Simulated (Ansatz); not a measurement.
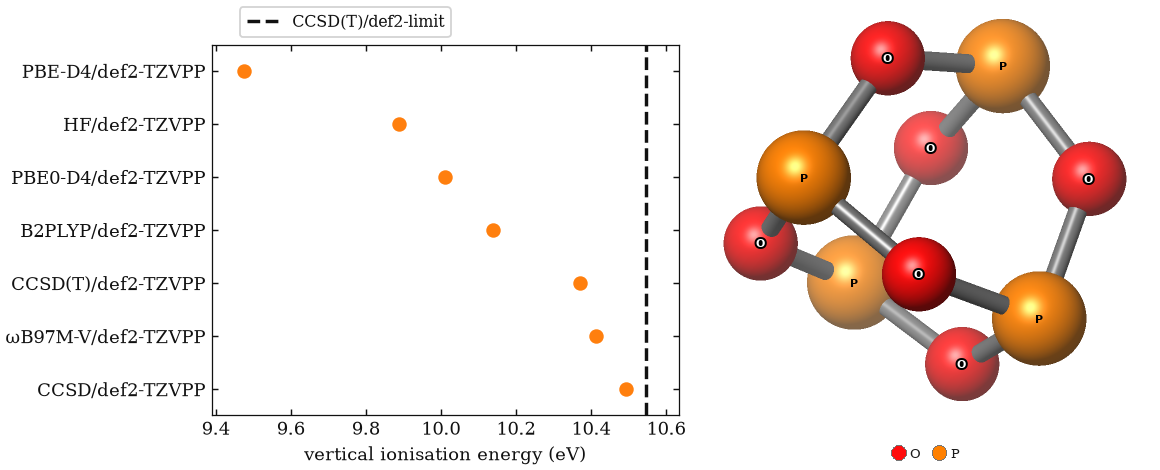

Vertical ionisation energy of P₄O₆, SMILES O1P2OP3OP1OP(O2)O3, taken as the energy of the cation less that of the neutral at fixed geometry (unrestricted doublet cation, cores frozen in correlated methods, no spin-orbit coupling), the Ansatz code 0.2.0, at a PBE0-D4/def2-TZVP geometry (a minimum by its frequencies). Limit means an estimate of the basis limit from triple and quadruple zeta; for coupled cluster it is either extrapolated directly or built as the MP2 limit plus the step from MP2 in triple zeta. B2PLYP/def2-TZVPP holds a correlation term that converges slowly with the basis, so part of the distance to the limit is basis error. The distance of CCSD(T)/def2-TZVPP and CCSD/def2-TZVPP to the limit includes basis error.

What range do the values span, the line included?

From 9.48 eV (PBE-D4/def2-TZVPP) to 10.55 eV (CCSD(T)/def2-limit).

Which level comes closest to the line (CCSD(T)/def2-limit), and which misses most?

Closest CCSD/def2-TZVPP (10.49 eV), against 10.55 eV; farthest PBE-D4/def2-TZVPP (9.48 eV).
